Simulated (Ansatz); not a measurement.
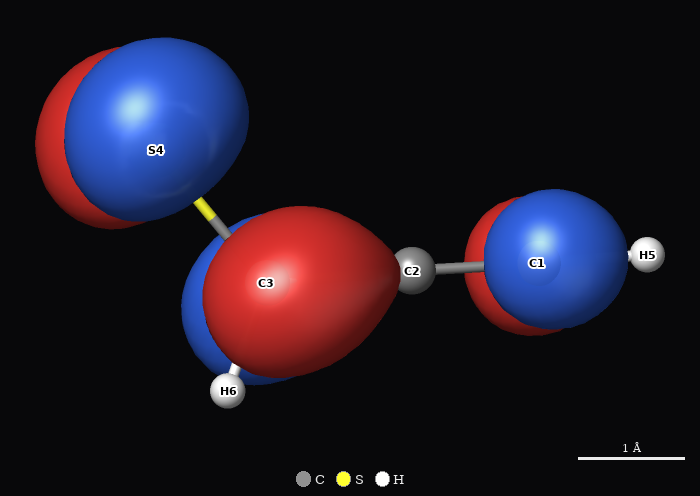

*C₃H₂S. One frontier orbital at ±0.15 Å⁻³ᐟ² (red and blue are the two phases), seen at a tilt.*

Geometry: B3LYP-D3(BJ)/6-311G**.

Method: isolated molecule in a Gaussian basis; Kohn-Sham density functional theory, functional PBE0 (Ansatz 0.2.0).

```xyz
6

C    -4.3596    1.5214    2.3567
C    -3.6469    0.5623    2.1909
C    -2.8236   -0.5582    1.9630
S    -1.9214   -1.3095    3.1013
H    -4.9818    2.3668    2.5246
H    -2.8137   -0.9238    0.9349
```

**Which orbital is it: HOMO or LUMO?**

The LUMO, at −3.18 eV. Its weight (Hirshfeld) is mainly on S4 (about 40 %), C3 (about 30 %), C1 (about 15 %) and C2 (about 10 %); it changes sign across the molecular plane (π type); π-antibonding (a node) across C1–C2 and C3–S4.
